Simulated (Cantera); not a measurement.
Charge: 1 mol CH3OH, 0.12 mol O2, 13 mol N2, 0.12 mol NH3, held at 5.30 bar.

Method: chemical equilibrium by Gibbs-energy minimisation in Cantera with the NASA 1993 tables (ideal gas, pure condensed phases). Candidate condensed phases: C, C6H6, C7H8, C8H18, H2O; 136 gas species. Kinetics and transport are ignored.

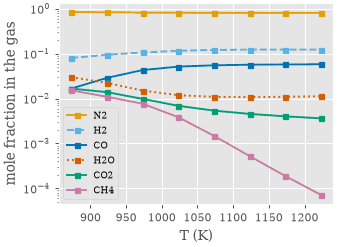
*Equilibrium gas composition (values under 1e-9 drawn at 1e-9)*

From 873 K to 973 K the condensed part is C(graphite). From 1023 K to 1223 K nothing is condensed. The main C-bearing gas is CO2 at 873 K and CO at 1223 K.
